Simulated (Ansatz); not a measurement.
**AlH3S (SMILES [AlH2][SH]): MP2/def2-TZVP**

Aim: the vertical singlet–triplet gap of AlH3S at MP2/def2-TZVP, from 2 runs. 

The results are computed with Ansatz 0.2.0.

48 further runs of the same task are left out: 48 set aside as unsound or not needed.

## Step 1: The system as given

The species is AlH3S (5 atoms), meant as a singlet with charge 0. SMILES: `[AlH2][SH]`. The shape is that of a PBE0-D4/def2-TZVP optimisation.

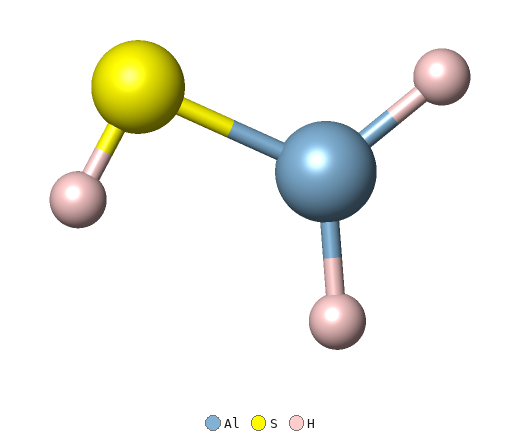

The structure, seen from a chosen angle (aluminium light blue, sulfur yellow, hydrogen pink).

## Step 2: A single-point energy at MP2/def2-TZVP

Contents of job.yaml:

```yaml
crystal:
  periodic: [false, false, false]
  atoms:
    - {symbol: Al, position_ang: [-0.616100, -0.064200, -0.181700]}
    - {symbol: S, position_ang: [1.129100, -0.343100, 1.096600]}
    - {symbol: H, position_ang: [-1.981700, -0.650100, 0.351100]}
    - {symbol: H, position_ang: [-0.441100, 0.696000, -1.556400]}
    - {symbol: H, position_ang: [1.959700, 0.287800, 0.249000]}
basis:
  gaussian: {orbitals: def2-TZVP}
correlation: {method: mp2, frozen_orbitals: {Al: 5, H: 0, S: 5}}
accuracy: high
```

The run is started by

```
$ ansatz run job.yaml --threads 1 --pin off --max-ram 3480MiB --events-out events.jsonl --progress --plain --runs-dir runs
```

Log:

```text
Warning: RAYON_NUM_THREADS=1 ignored (pool sized by the plan → 1); use --threads N
Functional definition: HF
  name "HF"
  exchange = exact_x
  correlation = 0
1572 factors; integrals over basis functions are off by at most 3.5e-9 eV
mean field evaluation 1: about -17448.3171 eV, gradient 1.4e1 eV
mean field evaluation 2: about -17448.3229 eV, gradient 1.4e1 eV
mean field evaluation 4: about -17449.2320 eV, gradient 1.7e0 eV
mean field evaluation 8: about -17449.2489 eV, gradient 1.0e-1 eV
mean field evaluation 16: about -17449.2489 eV, gradient 1.5e-8 eV
mean field -17449.24894879 eV, -641.2480713425 hartree, gradient 1.5e-8 eV, S^2 0.000000; 0 other end points of the search recorded, 0 dependent functions left out
10 core orbitals not correlated: weight in the atoms' cores, before any rotation towards them, 1.000 or more for the frozen orbitals, at most 0.000 for the correlated occupied ones
reference -17449.24894879 eV, -641.2480713425 hartree; 6, 6 occupied and 76, 76 virtual orbitals, 1572 factors
second order -6.80942520 eV of doubles, -0.00000000 eV of singles
Total energy: -17456.05837400 eV, -641.4983131030 hartree
```

Wall time 2.5 s (1 thread of Arm Neoverse V1, shared host); peak memory 0.19 GiB.

## Step 3: The triplet, same level

Contents of in.yaml:

```yaml
basis:
  gaussian:
    orbitals: def2-TZVP
crystal:
  periodic: [false, false, false]
  atoms:
    - {symbol: Al, position_ang: [-0.616100, -0.064200, -0.181700]}
    - {symbol: S, position_ang: [1.129100, -0.343100, 1.096600]}
    - {symbol: H, position_ang: [-1.981700, -0.650100, 0.351100]}
    - {symbol: H, position_ang: [-0.441100, 0.696000, -1.556400]}
    - {symbol: H, position_ang: [1.959700, 0.287800, 0.249000]}
magnetization:
  spin_polarized: true
  initial_magnetization: 2
correlation:
  method: mp2
  frozen_orbitals: {Al: 5, H: 0, S: 5}
accuracy: high
```

The run is started by

```
$ ansatz run in.yaml --threads 1 --pin off --max-ram 3480MiB --events-out events.jsonl --progress --plain --runs-dir runs
```

Log (excerpt; [...] marks lines left out):

```text
Warning: RAYON_NUM_THREADS=1 ignored (pool sized by the plan → 1); use --threads N
[... 2 set-up lines as earlier in the session ...]
[...]
1572 factors; integrals over basis functions are off by at most 3.5e-9 eV
[...]
mean field -17444.69562584 eV, -641.0807398102 hartree, gradient 1.8e-8 eV, S^2 2.037049; 7 other end points of the search recorded, 0 dependent functions left out
10 core orbitals not correlated: weight in the atoms' cores, before any rotation towards them, 1.000 or more for the frozen orbitals, at most 0.000 for the correlated occupied ones
reference -17444.69562584 eV, -641.0807398102 hartree; 7, 5 occupied and 75, 77 virtual orbitals, 1572 factors
second order -6.06211829 eV of doubles, -0.00000000 eV of singles
Total energy: -17450.75774413 eV, -641.3035185484 hartree
```

Run time: 7.5 s. Hardware: 1 thread of Arm Neoverse V1, shared host; peak memory 0.24 GiB.

## Step 4: Results

Level: MP2/def2-TZVP, 10 core orbitals frozen.

```
                                             quantity          value
                                singlet: total energy  -641.49831 Eh
singlet: correlation energy (10 core orbitals frozen)     -250.2 mEh
                                triplet: total energy  -641.30352 Eh
triplet: correlation energy (10 core orbitals frozen)     -222.8 mEh
           triplet: ⟨S²⟩ of the reference determinant          2.037
     vertical energy of the triplet above the singlet       5.301 eV
```

What this shows: At this shape the triplet lies 5.30 eV (122 kcal/mol) above the singlet.
